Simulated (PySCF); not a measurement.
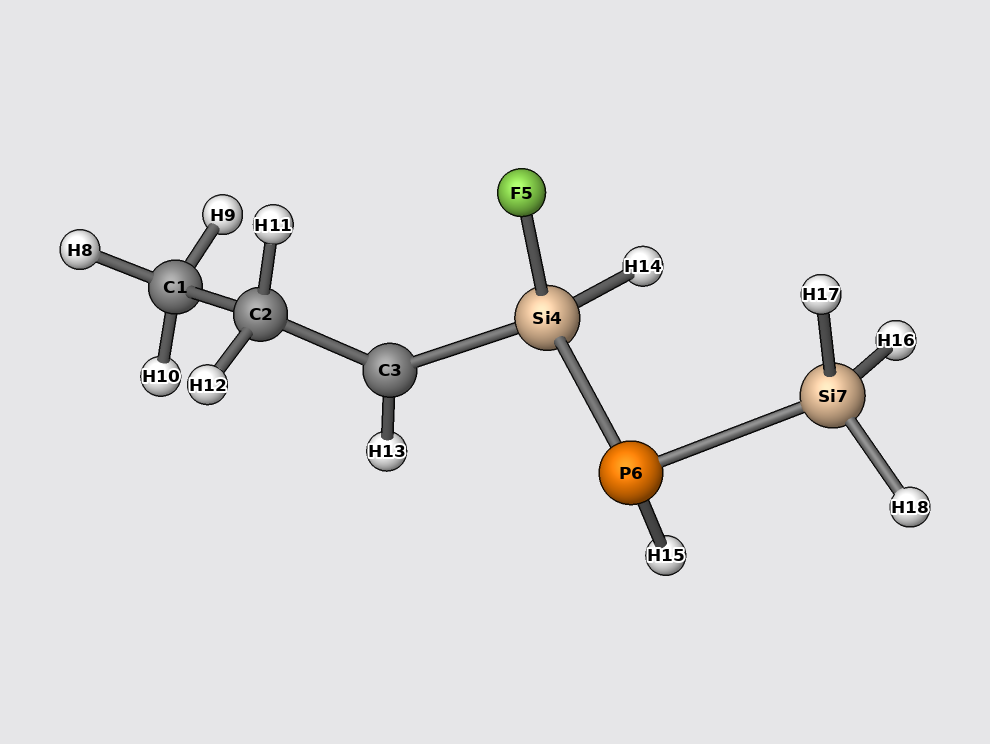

The questions are on Mulliken spin populations. State: neutral, doublet. Computed geometry: GFN2-xTB optimisation. No frequency run is at hand to confirm it as a minimum. Level of theory: UKS B3LYP, pcH-1 on C F H P Si, non-relativistic (PySCF 2.14.0).

Q: Which atom carries the largest spin population?

A: C3 (0.98 e).

Q: Which atom has the lowest spin population?

A: C2 (−0.08 e); a negative value comes from spin polarisation.

List the Mulliken spin populations.

| atom | value (e) |
| --- | --- |
| C1 | 0.02 |
| C2 | −0.08 |
| C3 | 0.98 |
| Si4 | −0.02 |
| F5 | 0.00 |
| P6 | 0.03 |
| Si7 | 0.01 |
| H8 | 0.01 |
| H9 | 0.00 |
| H10 | 0.00 |
| H11 | 0.00 |
| H12 | 0.05 |
| H13 | −0.04 |
| H14 | 0.02 |
| H15 | 0.00 |
| H16 | 0.00 |
| H17 | 0.00 |
| H18 | 0.00 |

Mulliken values depend strongly on the basis set. The geometry is semi-empirical. Around P, Si such bond lengths and angles can be off by a tenth of an ångström or more and by several degrees, and values that hang on the shape move with them.
